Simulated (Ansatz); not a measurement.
Consider InAs in the zinc blende structure (space group F-43m, No. 216; a = 6.1091 Å).

The change: a fraction x = 0.5 of the In sites is given to Ga, ordered in a cell of 8 atoms (starting symmetry Cm) and fully relaxed.

Level of theory: r2SCAN (Ansatz, an electronic-structure program; PAW; 500 eV plane waves; scalar-relativistic without spin-orbit coupling).

The zone is the changed cell's own and can be folded.

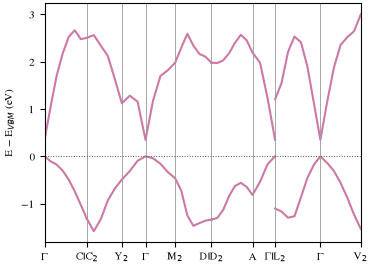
Highest valence and lowest conduction band along the path of the changed cell's own zone

Task: Read the changed gap and its character from the plot.

Result: About 0.3 eV, direct at Γ.

These are small ordered cells, not random alloys; other orderings at the same x differ. No phonon test of stability was made. Labels are those of the standard path for the cell's own space group.
